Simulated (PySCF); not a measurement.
# C6H9FS2: magnetic properties

What do calculations give for the magnetic properties of C6H9FS2 (`CC(=S)CSC1(F)CC1`)?

Programs: PySCF 2.14.0, with routines of our own; each step states its level. All values are computed. Atoms count from 0.

## Step 1: The system as given

18 atoms, charge 0, multiplicity 1; geometry from: GFN2-xTB.

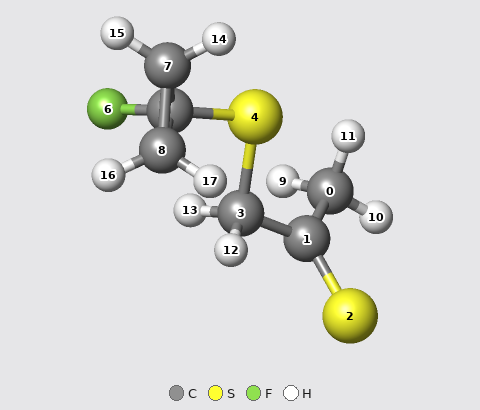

The starting geometry (carbon grey, sulfur yellow, fluorine green, hydrogen white).

## Step 2: Magnetic properties: GIAO KT3/pcSseg-1

Job settings and geometry (Å):

```
{"job": {"kind": "mag", "xc": "KT3", "basis": "pcSseg-1", "isotopologues": 0}, "charge": 0, "multiplicity": 1}
C      3.148512     0.290016    -0.149561
C      2.238670    -0.319883     0.852467
S      2.701529    -0.634814     2.377268
C      0.858159    -0.648008     0.411252
S      0.000198     0.845180    -0.262964
C     -1.590975     0.082815    -0.550919
F     -1.542237    -0.843111    -1.557349
C     -2.843645     0.882846    -0.417602
C     -2.526154    -0.196281     0.581116
H      3.196379    -0.325169    -1.048195
H      4.146065     0.416608     0.261338
H      2.755052     1.263744    -0.447843
H      0.260896    -1.026031     1.241105
H      0.872199    -1.375049    -0.405235
H     -2.750573     1.913385    -0.114190
H     -3.622951     0.698198    -1.141161
H     -3.092067    -1.114513     0.539351
H     -2.217814     0.096385     1.572811
```

With the program's defaults for keys left out, this is: GIAO KT3/pcSseg-1 magnetisability, rotational g tensor and spin-rotation constants, non-relativistic, gas phase.

The run is started by

```bash
> OMP_NUM_THREADS=1 python excited_run.py task.json out
```

This one command runs all jobs of the session in turn.

What it wrote:

```text
coarse grid: 16432 points
cycle   1  E = -1140.6115923108  dE =  1.054e+00  |g| = 7.520e-01  |ddm| = 4.064e+00
cycle   2  E = -1140.4259245931  dE =  1.857e-01  |g| = 1.243e+00  |ddm| = 1.715e+00
cycle   3  E = -1140.7041524651  dE = -2.782e-01  |g| = 2.748e-01  |ddm| = 1.244e+00
cycle   4  E = -1140.7220227809  dE = -1.787e-02  |g| = 1.164e-01  |ddm| = 4.409e-01
cycle   5  E = -1140.7255389364  dE = -3.516e-03  |g| = 4.074e-02  |ddm| = 1.681e-01
cycle   6  E = -1140.7259252460  dE = -3.863e-04  |g| = 9.021e-03  |ddm| = 4.368e-02
cycle   7  E = -1140.7259441438  dE = -1.890e-05  |g| = 2.631e-03  |ddm| = 1.242e-02
cycle   8  E = -1140.7259459342  dE = -1.790e-06  |g| = 5.561e-04  |ddm| = 3.404e-03
final grid: 150696 points
cycle   9  E = -1140.8163595838  dE = -2.955e-04  |g| = 2.372e-02  |ddm| = 5.764e-02
cycle  10  E = -1140.8161493701  dE =  2.102e-04  |g| = 4.201e-02  |ddm| = 4.489e-02
cycle  11  E = -1140.8164238906  dE = -2.745e-04  |g| = 5.903e-03  |ddm| = 3.573e-02
cycle  12  E = -1140.8164279623  dE = -4.072e-06  |g| = 4.749e-03  |ddm| = 1.230e-02
cycle  13  E = -1140.8164343509  dE = -6.389e-06  |g| = 5.031e-04  |ddm| = 5.507e-03
cycle  14  E = -1140.8164344199  dE = -6.898e-08  |g| = 9.306e-05  |ddm| = 7.934e-04
cycle  15  E = -1140.8164344216  dE = -1.733e-09  |g| = 4.933e-05  |ddm| = 1.719e-04
cycle  16  E = -1140.8164344222  dE = -6.523e-10  |g| = 7.610e-06  |ddm| = 6.584e-05
converged SCF energy = -1140.8164344222

Magnetisability tensor (1e-30 J/T^2)
    -1506.56       -1.91       57.67
       -1.91    -1678.02     -175.79
       57.67     -175.79    -1332.06
isotropic -1505.54   principal values   -1753.41  -1516.06  -1247.16
isotropic susceptibility -90.666 1e-6 cm^3/mol

Inertial axes            a          b          c
rot. const./GHz      2.5427     0.5527     0.5145
chi total           -85.786    -81.219   -104.994
chi diamagnetic    -602.192  -2190.409  -2363.456
chi paramagnetic    516.406   2109.190   2258.462
quadrupole/D A       -1.752      1.109      0.643
g nuclear            0.5762     0.5372     0.5420
g electronic        -0.6169    -0.5477    -0.5459
g total             -0.0407    -0.0105    -0.0039

Spin-rotation constants (kHz, H = +C I.J)
atom  isotope        aa         bb         cc
  6    19F        1.810      0.438      0.394
  9     1H       -0.282     -0.020     -0.012
 10     1H        0.110     -0.055     -0.056
 11     1H       -0.198     -0.043     -0.006
 12     1H       -0.210      0.025     -0.056
 13     1H       -0.195     -0.043      0.008
 14     1H       -0.273     -0.064      0.009
 15     1H        0.041     -0.061     -0.054
 16     1H       -0.244     -0.043     -0.013
 17     1H       -0.168     -0.026     -0.048
  0    13C*       0.512      0.083      0.098
  1    13C*       1.637      0.343      0.105
  2    33S*       2.197      0.520      0.141
  3    13C*       0.482      0.115      0.112
  4    33S*       0.583      0.190      0.190
  5    13C*       0.721      0.155      0.102
  7    13C*       0.385      0.081      0.068
* in the singly substituted isotopologue
```

Run time: 69 s. Hardware: 1 thread of Arm Neoverse V1, shared host; peak memory 0.79 GiB.

From this job:

```tsv
quantity	value
magnetisability	-1506·10⁻³⁰ J/T²
molar susceptibility	-90.7·10⁻⁶ cm³/mol
rotational g (a, b, c)	-0.0407, -0.0105, -0.0039
```

## Step 3: Magnetic properties: GIAO HSE06/cc-pVDZ

The job, as its differences from that of step 2:

```diff
@@ -1,2 +1,2 @@
-{"job": {"kind": "mag", "xc": "KT3", "basis": "pcSseg-1", "isotopologues": 0}, "charge": 0, "multiplicity": 1}
+{"job": {"kind": "mag", "xc": "HSE06", "basis": "cc-pVDZ", "scf": {"guess": "atom"}}, "charge": 0, "multiplicity": 1}
 C      3.148512     0.290016    -0.149561
```

Method: GIAO HSE06/cc-pVDZ magnetisability, rotational g tensor and spin-rotation constants, non-relativistic, gas phase.

What it wrote:

```text
final grid: 150696 points
cycle   1  E = -1129.3014799335  dE =  2.575e+00  |g| = 1.157e+00  |ddm| = 9.128e+00
cycle   2  E = -1128.9642146235  dE =  3.373e-01  |g| = 1.545e+00  |ddm| = 4.725e+00
cycle   3  E = -1129.6015652314  dE = -6.374e-01  |g| = 4.210e-01  |ddm| = 2.821e+00
cycle   4  E = -1129.6510035793  dE = -4.944e-02  |g| = 9.212e-02  |ddm| = 7.637e-01
cycle   5  E = -1129.6530645082  dE = -2.061e-03  |g| = 3.368e-02  |ddm| = 2.052e-01
cycle   6  E = -1129.6533634680  dE = -2.990e-04  |g| = 8.232e-03  |ddm| = 7.576e-02
cycle   7  E = -1129.6533783546  dE = -1.489e-05  |g| = 2.214e-03  |ddm| = 1.449e-02
cycle   8  E = -1129.6533795038  dE = -1.149e-06  |g| = 5.154e-04  |ddm| = 4.200e-03
cycle   9  E = -1129.6533795251  dE = -2.134e-08  |g| = 1.745e-04  |ddm| = 1.048e-03
cycle  10  E = -1129.6533795676  dE = -4.251e-08  |g| = 4.318e-05  |ddm| = 3.540e-04
cycle  11  E = -1129.6533795335  dE =  3.408e-08  |g| = 2.102e-05  |ddm| = 9.581e-05
cycle  12  E = -1129.6533795336  dE = -1.205e-10  |g| = 3.579e-06  |ddm| = 3.628e-05
converged SCF energy = -1129.6533795336

Magnetisability tensor (1e-30 J/T^2)
    -1536.87        2.78       56.57
        2.78    -1728.94     -185.09
       56.57     -185.09    -1362.51
isotropic -1542.77   principal values   -1808.38  -1544.68  -1275.25
isotropic susceptibility -92.908 1e-6 cm^3/mol

Inertial axes            a          b          c
rot. const./GHz      2.5427     0.5527     0.5145
chi total           -87.678    -82.780   -108.266
chi diamagnetic    -601.624  -2189.960  -2363.062
chi paramagnetic    513.946   2107.180   2254.796
quadrupole/D A       -1.918      1.145      0.773
g nuclear            0.5762     0.5372     0.5420
g electronic        -0.6139    -0.5471    -0.5450
g total             -0.0377    -0.0099    -0.0030

Spin-rotation constants (kHz, H = +C I.J)
atom  isotope        aa         bb         cc
  6    19F        1.290      0.337      0.321
  9     1H       -0.292     -0.020     -0.014
 10     1H        0.108     -0.057     -0.056
 11     1H       -0.207     -0.044     -0.008
 12     1H       -0.218      0.025     -0.056
 13     1H       -0.200     -0.044      0.006
 14     1H       -0.279     -0.065      0.007
 15     1H        0.030     -0.063     -0.055
 16     1H       -0.251     -0.044     -0.015
 17     1H       -0.178     -0.028     -0.049
  0    13C*       0.448      0.070      0.085
  1    13C*       1.661      0.348      0.095
  2    33S*       2.172      0.514      0.127
  3    13C*       0.415      0.104      0.102
  4    33S*       0.484      0.172      0.169
  5    13C*       0.656      0.144      0.092
  7    13C*       0.327      0.066      0.057
* in the singly substituted isotopologue
```

Run time: 88 s. Hardware: 1 thread of Arm Neoverse V1, shared host; peak memory 1 GiB.

In short:

```tsv
quantity	value
magnetisability	-1543·10⁻³⁰ J/T²
molar susceptibility	-92.9·10⁻⁶ cm³/mol
rotational g (a, b, c)	-0.0377, -0.0099, -0.0030
```

## Step 4: Magnetic properties side by side

```tsv
level	ξ (10⁻³⁰ J/T²)	g(a)	g(b)	gap (eV)	functions	time
GIAO KT3/pcSseg-1	-1506	-0.0407	-0.0105	2.22	212	69 s
GIAO HSE06/cc-pVDZ	-1543	-0.0377	-0.0099	3.48	179	88 s
```

## Step 5: Outcome

| quantity | value |
| --- | --- |
| magnetisability (step 2, GIAO KT3/pcSseg-1) | -1506·10⁻³⁰ J/T² |
| molar susceptibility (step 2, GIAO KT3/pcSseg-1) | -90.7·10⁻⁶ cm³/mol |
| rotational g (a, b, c) (step 2, GIAO KT3/pcSseg-1) | -0.0407, -0.0105, -0.0039 |
| magnetisability over the levels | -1543 to -1506·10⁻³⁰ J/T² |

In words: The magnetisability spreads by 2.4 % over 2 levels of like cost. Two levels can agree by chance, so this spread shows no convergence. Vibrational averaging and real surroundings are missing from these values.
